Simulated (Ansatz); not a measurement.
## Electronic structure of Cl3F2HSi2 in real space

```yaml
atoms:
  - { symbol: F, position_ang: [1.0435, -0.8784, 1.8406] }
  - { symbol: Si, position_ang: [0.2293, -1.1048, 0.4979] }
  - { symbol: F, position_ang: [1.1462, -1.9334, -0.4969] }
  - { symbol: Si, position_ang: [-0.2222, 0.9833, -0.4642] }
  - { symbol: Cl, position_ang: [-1.2387, 0.7064, -2.2090] }
  - { symbol: Cl, position_ang: [-1.3842, 2.0667, 0.8126] }
  - { symbol: Cl, position_ang: [1.4959, 2.0039, -0.8410] }
  - { symbol: H, position_ang: [-0.9777, -1.9009, 0.8042] }
```

Geometry: PBE0-D4/def2-TZVP.

Computed with RKS PBE0-D4/def2-TZVPP (Ansatz).

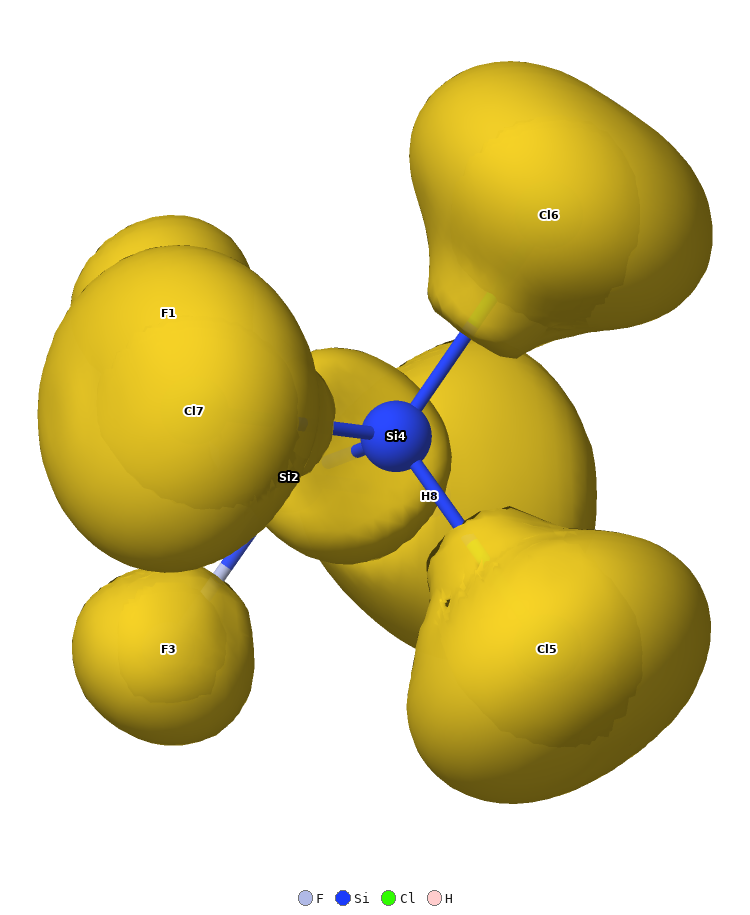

Figure 1. Isosurface of the ELF at 0.8 (yellow), seen at an oblique angle. Only the valence region is drawn (cores and ρ < 0.01 e/Å³ removed).

Where are the electrons localised?

Answer. The surface consists of one region between bonded Si–Si atoms (shared pairs), one region around a hydrogen nucleus, three regions on Cl in which the atom's valence shell and bonds are merged and two regions wrapped around F (its lone pairs, merged into a ring or cap). Profiles from the grid: Si–F (1.59 Å): the ELF peaks at about 0.85 in the valence shell of F, 0.6 Å from its nucleus, and is about 0.55 at the midpoint. Si–Cl (2.03 Å): the ELF peaks at about 0.85 between the atoms; a shared but strongly polarised pair.

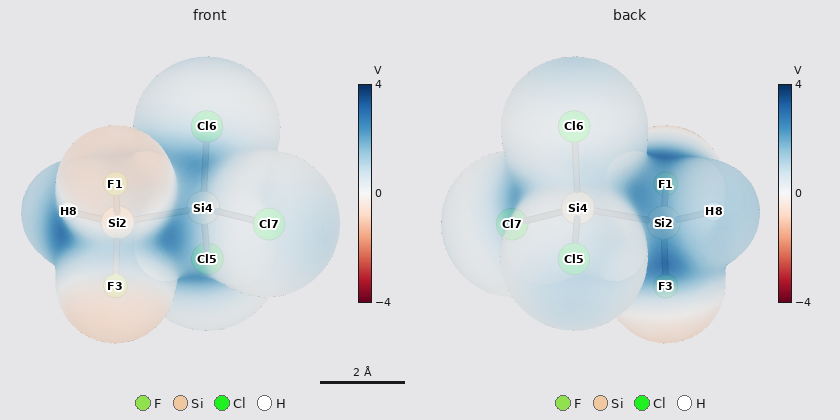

Figure 2. The molecular electrostatic potential painted on the density surface at 0.004 e/bohr³, seen from the front and from behind; the colour scale runs from red (negative) to blue (positive).

Describe the electrostatic potential map.

Answer. The most negative region (about −0.6 V) lies over F1 and F3, the most positive (about +2.9 V) over Si2. Cl5 shows a σ-hole: about +0.9 V at the tip opposite its bond, against about +0.2 V on its flanks. Cl6 shows a σ-hole: about +0.9 V at the tip opposite its bond, against about +0.2 V on its flanks. Cl7 shows a σ-hole: about +0.9 V at the tip opposite its bond, against about +0.1 V on its flanks.

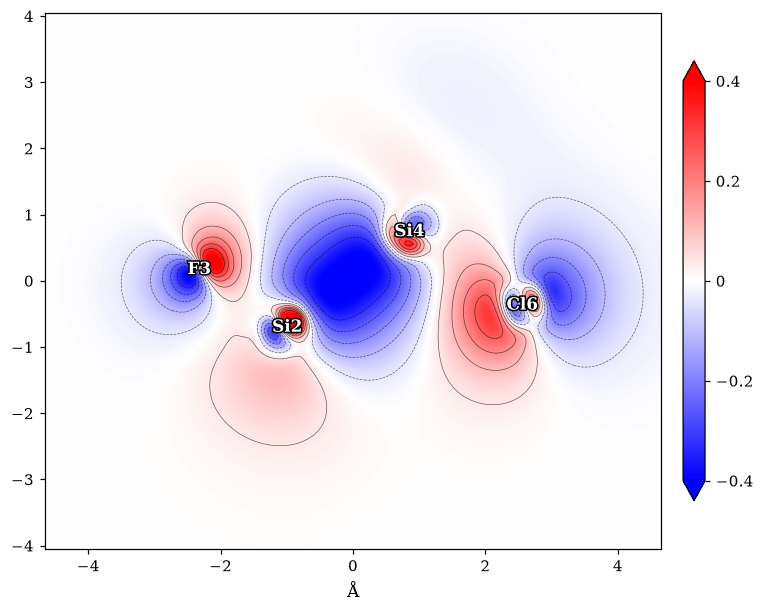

Figure 3. One frontier orbital on the plane of atoms Si2, Si4 and Cl6 (values in Å⁻³ᐟ²; the overall sign is arbitrary).

Which orbital is it: HOMO or LUMO?

Answer. The HOMO, at −8.77 eV. By Hirshfeld shares it lies mainly on Si2 (about 25 %), Si4 (about 20 %), Cl7 (about 15 %), Cl5 (about 15 %), Cl6 (about 15 %) and H8 (about 10 %).
